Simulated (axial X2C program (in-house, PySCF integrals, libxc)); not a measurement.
# Relativistic diatomic calculation, with input and output: CoB⁺

- system: CoB⁺, single determinant with Ω = 5/2.
- method: PBE0, two-component X2C with atomic mean-field Coulomb and Gaunt terms, Co dyall-cv3z, B dyall-v3z (cores contracted) (axial X2C program (in-house, PySCF integrals, libxc))

Log:
```
two-component X2C + atomic mean field  PBE0
basis functions 150  fitting functions 863  grid points 5075
iter        total energy     max residual
   1      -1417.114290111     6.79e-06
   2      -1417.114290109     2.81e-05
   3      -1417.114290114     5.29e-06
   4      -1417.114290115     4.77e-06
converged
one-electron -2034.07363209  Coulomb 640.26250083  exact exchange -15.52589302  xc functional -47.97114574  nuclear repulsion 40.59029743  atomic mean-field constant -0.39641752
```

The points of the curve:

| R (Å) | E (hartree) | dipole (D; origin at the first atom, positive when the second is positive) | highest filled (eV) | lowest empty (eV) |
| --- | --- | --- | --- | --- |
| 1.531 | −1417.104895 | 0.55 | −14.30 | −9.46 |
| 1.602 | −1417.110781 | 0.64 | −13.93 | −9.47 |
| 1.654 | −1417.112813 | 0.66 | −13.66 | −9.38 |
| 1.707 | −1417.113868 | 0.68 | −13.43 | −9.21 |
| 1.760 | −1417.114290 | 0.74 | −13.28 | −9.12 |
| 1.822 | −1417.113932 | 0.86 | −13.16 | −9.12 |
| 1.883 | −1417.112603 | 1.02 | −13.08 | −9.14 |
| 1.962 | −1417.109607 | 1.26 | −13.01 | −9.17 |
| 2.059 | −1417.104467 | 1.56 | −12.92 | −9.20 |
| 2.200 | −1417.095412 | 2.01 | −12.75 | −9.22 |

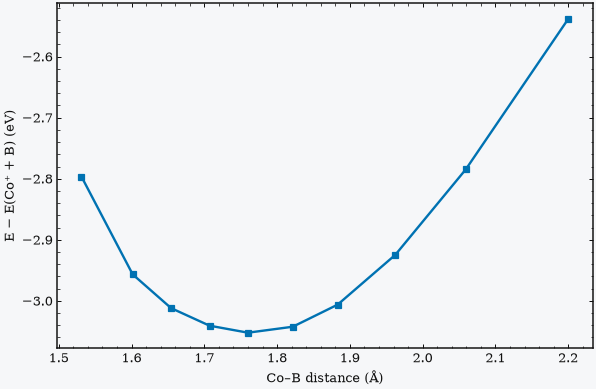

**Figure 1.** Energy at 10 bond lengths, for one set of occupations held fixed; the line joins the points. A polynomial of degree 6 through 9 points gives rₑ = 1.766 Å, ωₑ = 435.3 cm⁻¹, ωₑxₑ = −1.6 cm⁻¹ and Bₑ = 0.5824 cm⁻¹. The minimum lies 3.05 eV below Co⁺ + B, each computed as one determinant at the same level.

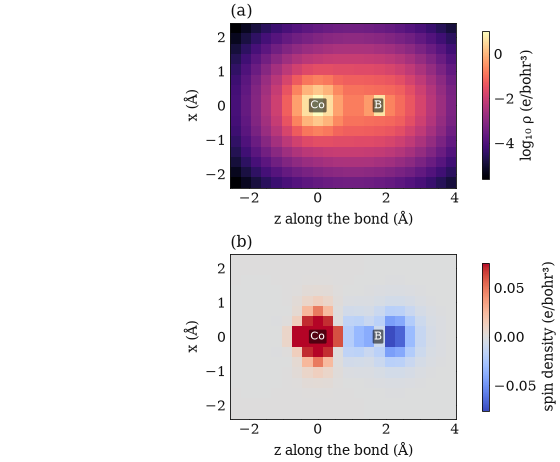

**Figure 2.** (a) electron density on a logarithmic scale; (b) spin density, in a plane that holds the axis, at 1.76 Å, on points 0.3 Å apart (one half computed, the other mirrored); the structure near the nuclei is finer than these points.

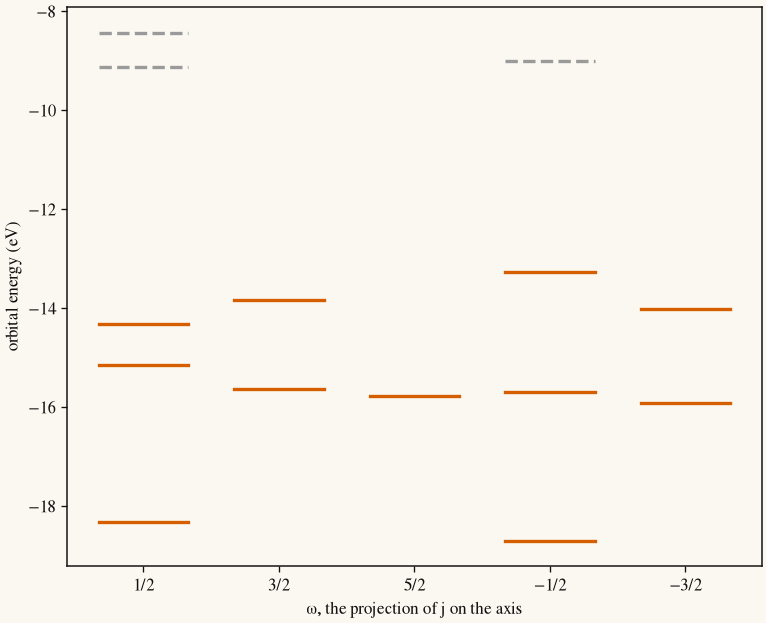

**Figure 3.** Orbital energies near the frontier at 1.76 Å, filled (solid) and empty (dashed). The highest filled spinor (−1/2; 58 % B p, 25 % Co d) lies at −13.28 eV, the lowest empty one (1/2; 38 % B p, 30 % Co s) at −9.12 eV.

Input:
```
{"zs": [27, 5], "q": 1, "bas": ["dyall-cv3z", "dyall-v3z"], "levels": ["PBE0", "HF", "TPSSh"], "cc": true, "r0": 1.96, "thr": -2.0, "nmax": 90, "npts": 10, "nst": 2, "ntry": 6}
```

The line is the task of a batch: nuclear charges, charge, bases, the levels to run, a first guess of the distance and further settings. This report covers PBE0 with spin-orbit coupling. The log is that of the reference distance 1.76 Å, started from orbitals converged before.

Launched within a batch (the task file carries these settings):
```bash
python <driver script> task.json out
```

Summary:

```tsv
quantity	value
outcome	converged
bond length rₑ	1.766 Å
ωₑ	435.3 cm⁻¹
energy at the minimum	−1417.11429 hartree
depth below the fragments	3.05 eV
hardware	1 thread of Arm Neoverse V2, 112 GiB of memory available, shared host
wall time	4.1 s
peak memory	0.65 GiB
```
